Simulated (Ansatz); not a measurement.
# CH5BOSi: the cost of one run

Program: Ansatz 0.2.0, Gaussian basis. Level of theory: the settings change from run to run. These are calculated values, not measurements.

### 1 The molecule

The geometry comes from an earlier relaxation with PBE0-D4 in a triple-zeta def2 set; it is a stationary point, not always the lowest conformer.

SMILES `[SiH3]C1BO1`, 9 atoms, charge 0, spin multiplicity 1.

Atoms are counted from 1 here; the program's logs count them from 0.

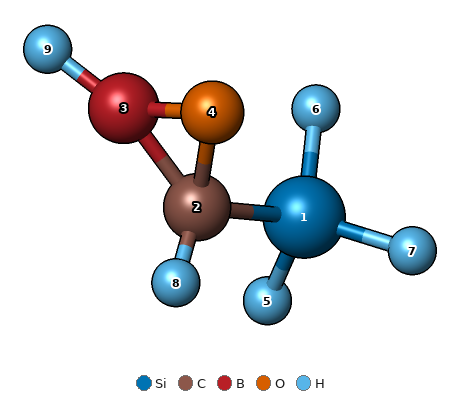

The structure; colours as in the key; atoms are numbered from 1 in the order of the file.

### 2 B2GP-PLYP/aug-cc-pVTZ

Set apart from the defaults: unrestricted orbitals.

File in.yaml:

```yaml
crystal:
  periodic: [false, false, false]
  atoms:
    - {symbol: Si, position_ang: [0.219915, 1.232255, -0.348726]}
    - {symbol: C, position_ang: [0.310015, -0.625307, -0.184089]}
    - {symbol: B, position_ang: [-0.704375, -1.467112, 0.564388]}
    - {symbol: O, position_ang: [0.382420, -1.143939, 1.250028]}
    - {symbol: H, position_ang: [-0.069259, 1.551479, -1.772220]}
    - {symbol: H, position_ang: [-0.873764, 1.751759, 0.512477]}
    - {symbol: H, position_ang: [1.498406, 1.882403, 0.042383]}
    - {symbol: H, position_ang: [1.024929, -1.145683, -0.821722]}
    - {symbol: H, position_ang: [-1.699787, -2.082056, 0.740282]}
basis:
  gaussian: {orbitals: aug-cc-pVTZ}
magnetization: {spin_polarized: true, initial_magnetization: 0}
hamiltonian: {xc: {name: B2GP-PLYP}}
output: {forces: true}
```

On the command line:

```sh
> ansatz run in.yaml --threads 2 --pin off --events-out ev --progress --plain --max-ram 4352MiB
```

Q: Estimate wall time and peak memory on 2 threads of Arm Neoverse V1, shared host.

About 78 s, with a peak of 1.7 GiB.
